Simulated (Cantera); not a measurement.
Charge: 1 mol B, 0.98 mol O2, held at 140 Pa.

These are equilibrium values from Cantera (NASA tables, ideal gas, pure condensed phases), not measurements of a reactor. Candidate condensed phases: B, B2O3; 10 gas species. Equilibrium is a limit: real reactors are often held back by kinetics, nucleation or transport.

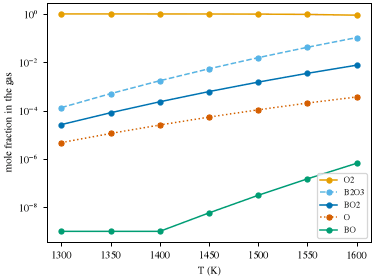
Figure: Equilibrium gas composition (values under 1e-9 drawn at 1e-9)

From 1300 K to 1600 K the condensed part is B2O3(l). The main B-bearing gas is B2O3 throughout.
